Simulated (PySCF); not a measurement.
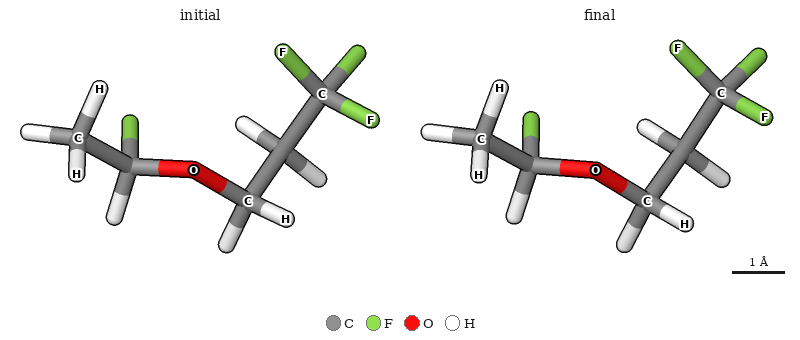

The structure of C5H8F4O before (left) and after (right) a relaxation, at one scale.

Style: stick. Shown at a tilt.

The start comes from GFN2-xTB. Its atoms were then displaced at random by about 0.01 Å.

These are results of PySCF 2.14.0, density-fitted response routines, PBE0-D3(BJ)/def2-SVP geometry optimisation, gas phase, not measurements. 

### What changed between the two?

An F atom moves most after the best rigid fit: 0.17 Å. By element the largest moves are F 0.17 Å, H 0.10 Å, C 0.07 Å, O 0.04 Å. Among the contacts that change: C–H 1.049 → 1.098 Å, C–O 1.444 → 1.405 Å, C–C 1.535 → 1.501 Å, C–H 1.076 → 1.106 Å. Bond angles that change, for instance: H–C–H 112.5° → 109.3°, C–C–H 106.0° → 108.8°, H–C–H 111.8° → 109.4°. Over 11 geometry steps the energy falls by 0.161 eV.
